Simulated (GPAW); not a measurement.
**Near-edge structure at the Mg K edge of Mg2C3 (C2/m)**

What does one-electron theory with a core hole give for the Mg K edge of Mg2C3 (C2/m)?

Program: GPAW 26.7.0. Level of theory: X-ray absorption from dipole matrix elements to empty bands, plane-wave PAW PBE. Results are calculated unless marked as measured.

## 1. Set-up

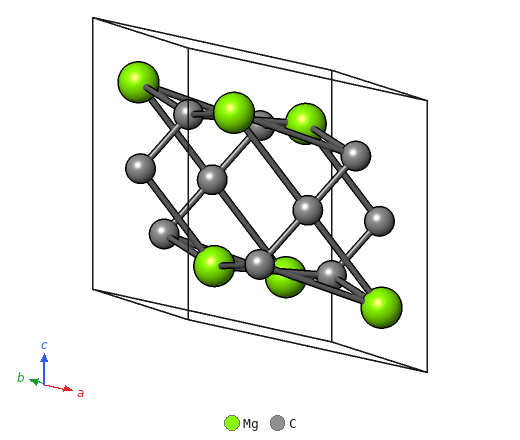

The starting structure, seen slightly off an axis (magnesium green, carbon grey). This picture shows the conventional cell, with its axes. Some periodic images of atoms are drawn too.

## 2. Ground state of the crystal

The ground state comes first: it tells whether the system has a gap, which decides how the excited electron is treated.

Input file scf.py:

```python
import numpy as np
from ase import Atoms
from ase.parallel import parprint, paropen
from gpaw import GPAW, PW, FermiDirac, Mixer, MixerDif, setup_paths
from gpaw.test import gen
setup_paths.insert(0, '.')
gen('Mg', name='nch1s', xcname='PBE', corehole=(1, 0, 0), write_xml=True)
from gpaw.mpi import world
world.barrier()

atoms = Atoms('Mg2C3',
    cell=[[2.4155, -2.35, 0],
     [2.4155, 2.35, 0],
     [-1.22707, 0, 4.83328]],
    scaled_positions=[[0.1913, 0.1913, 0.7989],
     [0.8087, 0.8087, 0.2011],
     [0.5, 0.5, 0.5],
     [0.7011, 0.7011, 0.7385],
     [0.2989, 0.2989, 0.2615]],
    pbc=True)
atoms.calc = calc = GPAW(legacy_gpaw=True, mode=PW(430, force_complex_dtype=True), xc='PBE', setups={0: 'nch1s'},
    kpts={'size': (8, 8, 5), 'gamma': True}, occupations=FermiDirac(0.05),
    charge=0, mixer=Mixer(0.1, 5, 50), maxiter=150,
    convergence={'density': 0.0001, 'eigenstates': 1e-6}, txt='scf.txt')
energy = atoms.get_potential_energy() + calc.get_reference_energy()
ef = calc.get_fermi_level()
out = dict(energy=energy, fermi=ef, forces=atoms.get_forces().tolist())
parprint(f'all-electron energy {energy:.4f} eV, Fermi level {ef:.4f} eV')
ev = np.array([[calc.get_eigenvalues(k, s) for k in range(len(calc.get_ibz_k_points()))] for s in range(calc.get_number_of_spins())])
out['homo'], out['lumo'], out['counts'] = ev[ev < ef].max(), ev[ev > ef].min(), sorted(set((ev < ef).sum((0, 2)).tolist()))
out['filled'] = (ev[:, 0] < ef).sum(1).tolist()
import json
with paropen('out.json', 'w') as f:
    json.dump(out, f)
```

Launch:

```
OMP_NUM_THREADS=1 mpirun -n 4 gpaw python scf.py
```

Numbers of over 12 decimals in the logs are rounded to 6 here.

The program printed:

```text
Input parameters:
  convergence: {density: 0.0001,
                eigenstates: 1e-06}
  kpts: {gamma: True,
         size: (8, 8, 5)}
  maxiter: 150
  mixer: {backend: pulay,
          beta: 0.1,
          method: separate,
          nmaxold: 5,
          weight: 50}
  mode: {ecut: 430.0,
         force_complex_dtype: True,
         name: pw}
  occupations: {fixmagmom: False,
                name: fermi-dirac,
                width: 0.05}
  setups: {0: nch1s}
  xc: PBE

Initialize ...

[... PAW data sets ...]

Reference energy: -13982.174329  # eV

Spin-paired calculation

[... convergence settings ...]
Symmetries present (total): 2
  [... symmetry matrices ...]

320 k-points: 8 x 8 x 5 Monkhorst-Pack grid + [1/16,1/16,0.000000]
93 k-points in the irreducible part of the Brillouin zone
       k-points in crystal coordinates                weights
   0:     0.00000000    0.00000000    0.00000000          1/320
   1:     0.00000000    0.00000000    0.20000000          2/320
   2:     0.00000000    0.00000000    0.40000000          2/320
   3:     0.12500000   -0.12500000    0.00000000          2/320
   4:     0.12500000   -0.12500000    0.20000000          4/320
   5:     0.12500000   -0.12500000    0.40000000          4/320
   6:     0.12500000    0.00000000   -0.40000000          4/320
   7:     0.12500000    0.00000000   -0.20000000          4/320
   8:     0.12500000    0.00000000    0.00000000          4/320
   9:     0.12500000    0.00000000    0.20000000          4/320
          ...
  92:     0.50000000    0.50000000    0.40000000          2/320

Wave functions: Plane wave expansion
  Cutoff energy: 430.000 eV
  Number of coefficients (min, max): 1096, 1121
  Pulay-stress correction: 0.000000 eV/Ang^3 (de/decut=0.000000)
  Using FFTW library
  Wavefunction extrapolation:
    Improved wavefunction reuse through dual PAW basis

Occupation numbers: Fermi-Dirac:
  width: 0.0500  # eV

Eigensolver
   Davidson(niter=2)

Densities:
  Coarse grid: 18*18*24 grid
  Fine grid: 36*36*48 grid
  Total Charge: 0.000000

Density mixing:
  Method: separate
  Backend: pulay
  Linear mixing parameter: 0.1
  old densities: 5
  Width of damping distribution: 1.1
  Damping of long wavelength oscillations: 50

[... Hamiltonian set-up ...]
Number of atoms: 5
Number of atomic orbitals: 28
Number of bands in calculation: 24
Number of valence electrons: 32
Bands to converge: occupied

... initialized

Initializing position-dependent things.

Density initialized from atomic densities
Creating initial wave functions:
  24 bands from LCAO basis set

       Mg
             C
           C
          C
                Mg

Atomic positions and initial magnetic moments

Positions:
   0 Mg    -0.056136   -0.000000    3.861307    ( 0.0000,  0.0000,  0.0000)
   1 Mg     3.660066    0.000000    0.971973    ( 0.0000,  0.0000,  0.0000)
   2 C      1.801965    0.000000    2.416640    ( 0.0000,  0.0000,  0.0000)
   3 C      2.480823    0.000000    3.569377    ( 0.0000,  0.0000,  0.0000)
   4 C      1.123107    0.000000    1.263903    ( 0.0000,  0.0000,  0.0000)

Unit cell:
           periodic     x           y           z      points  spacing
  1. axis:    yes    2.415500   -2.350000    0.000000    18     0.1843
  2. axis:    yes    2.415500    2.350000    0.000000    18     0.1843
  3. axis:    yes   -1.227070    0.000000    4.833280    24     0.2014

  Lengths:   3.370036   3.370036   4.986612
  Angles:  100.158668 100.158668  88.425081

Effective grid spacing dv^(1/3) = 0.1918

iter:   1   -32.974146
iter:   2   -31.664699   -0.73  -0.93
iter:   3   -29.624968   -0.51  -1.02
iter:   4   -29.629965   -1.31  -1.49
iter:   5   -29.654982   -1.84  -1.60
iter:   6   -29.653733   -2.11  -2.13
iter:   7   -29.641085c  -3.24  -2.16
iter:   8   -29.640401c  -4.29  -2.71
iter:   9   -29.640350c  -4.92  -3.02
iter:  10   -29.640353c  -5.48  -3.37
iter:  11   -29.640348c  -5.93  -3.53
iter:  12   -29.640348c  -6.89c -3.88
iter:  13   -29.640347c  -7.21c -4.02c

Converged after 13 iterations.

Dipole moment: (-0.000000, 0.000000, 0.000000) |e|*Ang

Energy contributions relative to reference atoms: (reference = -13982.174329)

Kinetic:        +21.038235
Potential:      -16.749893
External:        +0.000000
XC:             -33.872313
Entropy (-ST):   -0.000000
Local:           -0.056378
SIC:             +0.000000
--------------------------
Free energy:    -29.640347
Extrapolated:   -29.640347

Showing only first 2 kpts
 Kpt  Band  Eigenvalues  Occupancy
  0    14      4.59293    2.00000
  0    15      5.37471    2.00000
  0    16      9.41957    0.00000
  0    17      9.51071    0.00000

  1    14      4.78620    2.00000
  1    15      5.60673    2.00000
  1    16      8.92635    0.00000
  1    17      9.91070    0.00000

Fermi level: 6.97360

Gap: 1.788 eV
Transition (v -> c):
  (s=0, k=10, n=15, [0.12, 0.00, 0.40]) -> (s=0, k=90, n=16, [0.50, 0.50, 0.00])
Direct/indirect transitions are different
Direct gap: 2.649 eV
Transition at: (s=0, k=56, n=15, [0.38, 0.00, 0.40])

Forces in eV/Ang:
  0 Mg   -0.02550    0.00000    0.07210
  1 Mg    0.02550    0.00000   -0.07210
  2 C    -0.00000    0.00000    0.00000
  3 C    -0.21655    0.00000   -0.38948
  4 C     0.21655    0.00000    0.38948
Scalar-relativistic atomic PBE calculation for Mg (Magnesium, Z=12)
Core hole in 1s state (1s occupation: 2.0)
450 radial gridpoints.
|------------------------------------------------|
|------------------------------------------------|
[... the atom generator's iteration count ...]

Energy contributions:
-------------------------
Kinetic:     +200.487942
XC:           -16.336817
Potential:   -384.421890
-------------------------
Total:       -200.270765

state      eigenvalue         ekin         rmax
-----------------------------------------------
1s^2.0 :   -46.286999    67.501710        0.085
2s^2.0 :    -2.934062     8.686765        0.547
2p^6.0 :    -1.712990     7.800233        0.479
3s^2.0 :    -0.172913     0.654798        2.555
3p^0.0 :    -0.048879     0.333529        3.474
-----------------------------------------------
(units: Bohr and Hartree)

Generating PAW setup
Kinetic energy of the core from tauc = 135.251255
Cutoffs:
rc(s)=2.060
rc(p)=2.050
rc(d)=1.960
rc(vbar)=2.000
rc(comp)=1.950
rc(nct)=2.060

Kinetic energy of the core states: 135.003419
Charge: 0.0
Core electrons: 2.0
Valence electrons: 10.0
Pseudo-core charge: 0.000000
Shape function alpha=2.630
Pseudo-electron charge 2.896597
state    eigenvalue         norm
--------------------------------
2s(2) :    -2.934062     0.142341
3s(2) :    -0.172913     1.007240
2p(6) :    -1.712990     0.099573
3p(0) :    -0.048879     0.994108
*d    :     0.000000
--------------------------------

Diagonalizing with gridspacing h=0.050

state   all-electron     PAW
-------------------------------
2s:      -2.934062    -2.934642
2p:      -1.712990    -1.713842
*d:                    0.031038
*f:                    0.066960
-------------------------------
all-electron energy -14011.8147 eV, Fermi level 6.9736 eV
```

The job ended after 13 s (4 MPI ranks of AMD EPYC 7R13 (Zen 3), shared host; peak memory 0.19 GiB).

The mesh shows a gap of 1.79 eV, so the hole is first treated in a charged cell, without the excited electron.

## 3. Spectrum without a core hole, Mg atom 1

Without a hole the spectrum is the empty density of states of the right symmetry on the absorber, weighted by matrix elements. It needs only the small cell and serves as the baseline. The data set with a hole of occupation 0 only carries the core orbital.

The absorber has 3 C at 2.24 to 2.35 Å, 2 C at 2.37 Å and 1 C at 2.55 Å (6-fold, site symmetry m).

Input file xas.py:

```python
import numpy as np
from ase import Atoms
from ase.parallel import parprint, paropen
from gpaw import GPAW, PW, FermiDirac, Mixer, MixerDif, setup_paths
from gpaw.test import gen
setup_paths.insert(0, '.')
gen('Mg', name='nch1s', xcname='PBE', corehole=(1, 0, 0), write_xml=True)
from gpaw.mpi import world
world.barrier()

atoms = Atoms('Mg2C3',
    cell=[[2.4155, -2.35, 0],
     [2.4155, 2.35, 0],
     [-1.22707, 0, 4.83328]],
    scaled_positions=[[0.1913, 0.1913, 0.7989],
     [0.8087, 0.8087, 0.2011],
     [0.5, 0.5, 0.5],
     [0.7011, 0.7011, 0.7385],
     [0.2989, 0.2989, 0.2615]],
    pbc=True)
atoms.calc = calc = GPAW(legacy_gpaw=True, mode=PW(430, force_complex_dtype=True), xc='PBE', setups={0: 'nch1s'},
    kpts={'size': (8, 8, 5), 'gamma': True}, occupations=FermiDirac(0.02),
    charge=0, mixer=Mixer(0.1, 5, 50), maxiter=150,
    convergence={'density': 0.0001, 'eigenstates': 1e-6}, txt='scf.txt')
energy = atoms.get_potential_energy() + calc.get_reference_energy()
ef = calc.get_fermi_level()
out = dict(energy=energy, fermi=ef, forces=atoms.get_forces().tolist())
parprint(f'all-electron energy {energy:.4f} eV, Fermi level {ef:.4f} eV')
ev = np.array([[calc.get_eigenvalues(k, s) for k in range(len(calc.get_ibz_k_points()))] for s in range(calc.get_number_of_spins())])
out['homo'], out['lumo'], out['counts'] = ev[ev < ef].max(), ev[ev > ef].min(), sorted(set((ev < ef).sum((0, 2)).tolist()))
out['filled'] = (ev[:, 0] < ef).sum(1).tolist()

from ase.units import Ha
from gpaw.xas import dipole_matrix_elements
nb = int(calc.get_number_of_electrons() / 2) + 36
top = nb
nscf = calc.fixed_density(kpts={'size': (7, 7, 5), 'gamma': True},
    convergence={'eigenstates': 1.0}, txt='nscf.txt')
nscf.diagonalize_full_hamiltonian(nbands=nb)
cell = atoms.cell.array
ops = [cell.T @ U.T @ np.linalg.inv(cell.T) for U in nscf.wfs.kd.symmetry.op_scc]
filled = [16]  # bands filled in the ground state, by spin
E = np.arange(-25, 34, 0.1)
fwhm = np.interp(E, [4, 25], [0.9, 3.5])
Y, X, zero, highest = 0, 0, 1e9, 1e9
for spin in range(nscf.get_number_of_spins()):
    wfs = nscf.wfs
    mine = wfs.bd.get_slice()  # this rank's bands
    A = dipole_matrix_elements(wfs.setups[0])
    eps = np.zeros((wfs.kd.nibzkpts, nb))
    d = np.zeros((3, A.shape[1], wfs.kd.nibzkpts, nb), complex)
    for kpt in wfs.kpt_u:
        if kpt.s == spin and 0 in kpt.P_ani:
            eps[kpt.k, mine] = kpt.eps_n * Ha
            d[:, :, kpt.k, mine] = (kpt.weight * wfs.nspins / 2) ** 0.5 * np.inner(A, kpt.P_ani[0])
    world.sum(eps)
    world.sum(d)
    T = np.einsum('amkn,bmkn->abkn', d, d.conj()).real
    T = sum(np.einsum('ai,ijkn,bj->abkn', R, T, R) for R in ops) / len(ops)
    empty = np.ones_like(eps, bool) & (np.arange(nb) >= filled[spin])
    zero, highest = min(zero, eps[empty].min()), min(highest, eps[:, top - 1].min())
    lines = [(eps, T, empty)] if spin == 0 else lines + [(eps, T, empty)]
for eps, T, empty in lines:
    f = np.einsum('aakn->akn', T).reshape(3, -1)
    x = eps.ravel() - zero
    w = np.interp(x, E, fwhm) / 2.35482
    g = np.exp(-0.5 * ((E[:, None] - x) / w) ** 2) / (w * (2 * np.pi) ** 0.5)
    Y = Y + (f * empty.ravel()) @ g.T
    X = X + (f * ~empty.ravel()) @ g.T
out.update(E=E.round(2).tolist(), xas=Y.tolist(), xes=X.tolist(), zero=zero, valid=highest - zero, nk=len(eps), nb=nb)
for i in range(0, len(E), 10):
    parprint(f'{E[i]:7.2f}', *(f'{v:10.3e}' for v in Y[:, i]))
import json
with paropen('out.json', 'w') as f:
    json.dump(out, f)
```

Launch:

```
OMP_NUM_THREADS=1 mpirun -n 4 gpaw python xas.py
```

The program printed:

```text
Input parameters:
  convergence: {density: 0.0001,
                eigenstates: 1e-06}
  kpts: {gamma: True,
         size: (8, 8, 5)}
  maxiter: 150
  mixer: {backend: pulay,
          beta: 0.1,
          method: separate,
          nmaxold: 5,
          weight: 50}
  mode: {ecut: 430.0,
         force_complex_dtype: True,
         name: pw}
  occupations: {fixmagmom: False,
                name: fermi-dirac,
[...]
*d    :     0.000000
--------------------------------

Diagonalizing with gridspacing h=0.050

state   all-electron     PAW
-------------------------------
2s:      -2.934062    -2.934642
2p:      -1.712990    -1.713842
*d:                    0.031038
*f:                    0.066960
-------------------------------
all-electron energy -14011.8147 eV, Fermi level 6.5302 eV
[...]
32.00  6.697e-06  5.861e-06  5.789e-06
  33.00  5.610e-06  4.746e-06  4.412e-06
[key lines of the parts left out:]
Converged after 13 iterations.
Dipole moment: (-0.000000, 0.000000, 0.000000) |e|*Ang
Free energy:    -29.640347
Fermi level: 6.53016
```

Wall time 41 s (4 MPI ranks); peak memory 0.36 GiB; 2.7 min of CPU time.

The Mg K spectrum, Mg atom 1, no core hole (energy from the lowest empty level; intensity scaled to a mean of 1 over the first 20 eV; polarised curves are means over the symmetry-equivalent atoms):

```
E (eV)  isotropic  ε ∥ x  ε ∥ y  ε ∥ z
  -2.0       0.00   0.00   0.00   0.00
  -0.5       0.01   0.02   0.01   0.01
   1.0       0.44   0.44   0.39   0.47
   2.5       0.47   0.45   0.28   0.68
   4.0       0.36   0.32   0.18   0.57
   5.5       0.75   0.75   0.80   0.71
   7.0       1.03   0.91   1.35   0.83
   8.5       1.44   1.24   1.85   1.22
  10.0       1.59   1.76   1.67   1.32
  11.5       1.58   2.10   1.25   1.39
  13.0       1.30   1.40   1.28   1.22
  14.5       1.16   1.24   0.98   1.25
  16.0       0.99   0.98   0.94   1.03
  17.5       0.95   0.87   0.83   1.16
  19.0       1.03   0.88   0.97   1.25
  20.5       0.92   0.82   1.01   0.93
  22.0       0.77   0.72   0.87   0.74
  23.5       0.71   0.63   0.76   0.74
  25.0       0.64   0.52   0.66   0.73
  26.5       0.58   0.45   0.58   0.72
  28.0       0.58   0.47   0.55   0.70
```

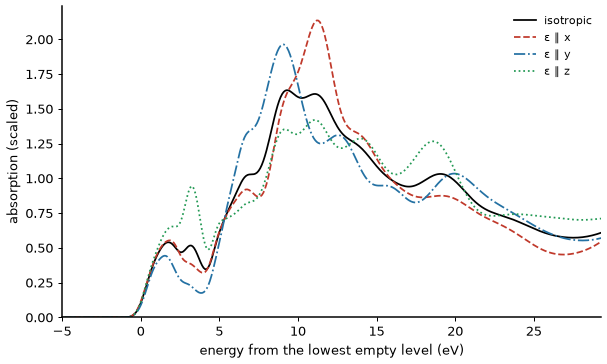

The Mg K edge, Mg atom 1, no core hole: main maxima at 9.3, 11.1 and 19.1 eV.

Main maxima below 24 eV (height): 1.8 eV (0.54), 3.2 eV (0.52), 9.3 eV (1.63), 11.1 eV (1.61) and 19.1 eV (1.03). A K edge sees empty p states on the absorber.

The same matrix elements for filled bands give the Mg K emission of Mg atom 1 (ground-state approximation; energy from the lowest empty level, largest value 1):

| E (eV) | emission |
| --- | --- |
| -24.0 | 0.00 |
| -22.5 | 0.00 |
| -21.0 | 0.00 |
| -19.5 | 0.00 |
| -18.0 | 0.03 |
| -16.5 | 0.07 |
| -15.0 | 0.00 |
| -13.5 | 0.16 |
| -12.0 | 0.00 |
| -10.5 | 0.00 |
| -9.0 | 0.25 |
| -7.5 | 0.95 |
| -6.0 | 0.97 |
| -4.5 | 0.40 |
| -3.0 | 0.81 |
| -1.5 | 0.09 |
| 0.0 | 0.00 |
| 1.5 | 0.00 |
| 3.0 | 0.00 |

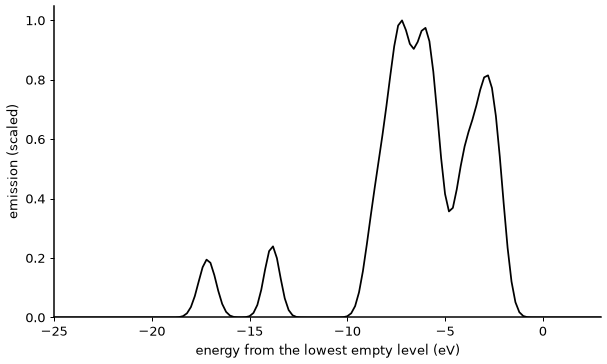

X-ray emission from the filled bands.

Emission maxima: -17.2 eV (0.19), -13.8 eV (0.24), -7.2 eV (1.00), -6.0 eV (0.97) and -2.8 eV (0.82).

## 4. Reference energy of the supercell

The photon energy needs a difference of total energies, so the cell and mesh of the coming hole run are first run without a hole.

Changes to scf.py since step 2:

```diff
@@ -10,14 +10,24 @@
 
-atoms = Atoms('Mg2C3',
-    cell=[[2.4155, -2.35, 0],
-     [2.4155, 2.35, 0],
-     [-1.22707, 0, 4.83328]],
-    scaled_positions=[[0.1913, 0.1913, 0.7989],
-     [0.8087, 0.8087, 0.2011],
-     [0.5, 0.5, 0.5],
-     [0.7011, 0.7011, 0.7385],
-     [0.2989, 0.2989, 0.2615]],
+atoms = Atoms('Mg6C9',
+    cell=[[-4.831, 0, 0],
+     [1.22707, 0, -4.83328],
+     [2.4155, -7.05, 0]],
+    scaled_positions=[[0.8087, 0.2011, 0],
+     [0.47536667, 0.2011, 0.33333333],
+     [0.14203333, 0.2011, 0.66666667],
+     [0.1913, 0.7989, 0],
+     [0.85796667, 0.7989, 0.33333333],
+     [0.52463333, 0.7989, 0.66666667],
+     [0.5, 0.5, 0],
+     [0.16666667, 0.5, 0.33333333],
+     [0.83333333, 0.5, 0.66666667],
+     [0.2989, 0.2615, 0],
+     [0.96556667, 0.2615, 0.33333333],
+     [0.63223333, 0.2615, 0.66666667],
+     [0.7011, 0.7385, 0],
+     [0.36776667, 0.7385, 0.33333333],
+     [0.03443333, 0.7385, 0.66666667]],
     pbc=True)
 atoms.calc = calc = GPAW(legacy_gpaw=True, mode=PW(430, force_complex_dtype=True), xc='PBE', setups={0: 'nch1s'},
-    kpts={'size': (8, 8, 5), 'gamma': True}, occupations=FermiDirac(0.05),
+    kpts={'size': (4, 4, 4), 'gamma': True}, occupations=FermiDirac(0.02),
     charge=0, mixer=Mixer(0.1, 5, 50), maxiter=150,
```

Launch:

```
OMP_NUM_THREADS=1 mpirun -n 4 gpaw python scf.py
```

The program printed:

```text
Input parameters:
  convergence: {density: 0.0001,
                eigenstates: 1e-06}
  kpts: {gamma: True,
         size: (4, 4, 4)}
  maxiter: 150
  mixer: {backend: pulay,
          beta: 0.1,
          method: separate,
          nmaxold: 5,
          weight: 50}
  mode: {ecut: 430.0,
         force_complex_dtype: True,
         name: pw}
  occupations: {fixmagmom: False,
                name: fermi-dirac,
[...]
<dir> UserWarning: Initial realspace grid (24,24,36) inconsistent with symmetries.
  warnings.warn(
<dir> UserWarning: Using symmetrized grid: (36,24,36).

  warnings.warn('Using symmetrized grid: ({},{},{}).\n'.format(*N_c))
<dir> UserWarning: Initial realspace grid (24,24,36) inconsistent with symmetries.
  warnings.warn(
<dir> UserWarning: Using symmetrized grid: (36,24,36).

  warnings.warn('Using symmetrized grid: ({},{},{}).\n'.format(*N_c))
all-electron energy -42035.4442 eV, Fermi level 6.6023 eV
[key lines of the parts left out:]
Converged after 15 iterations.
Dipole moment: (-0.000000, -0.000000, 0.000000) |e|*Ang
Free energy:    -88.921621
Fermi level: 6.60229
```

Elapsed: 30 s, on 4 MPI ranks; peak memory 0.3 GiB.

Reference energy: -42035.444 eV with the cores included.

(Continued in part 2 of 2.)

[Banner, clock and machine lines of the logs are left out without a mark of their own.]

[Logs are printed without paths, hosts, clocks, repeated set-up lines and the standing remarks that a program may print on its own settings, such as how far it seeks lower states.]

[Hosts, paths, dates, database ids (printed as entryN), source tags and the programs' standing remarks are cut or masked in the printed files.]

[Lists of maxima count a maximum above −3 eV only where it reaches 4 % of the highest in the window and stands out from its surroundings by 2 % of it (1.5 % where it reaches 55 %); shoulders and weaker maxima are passed over, and of the rest the first, up to two pre-edge ones and the few strongest are named.]
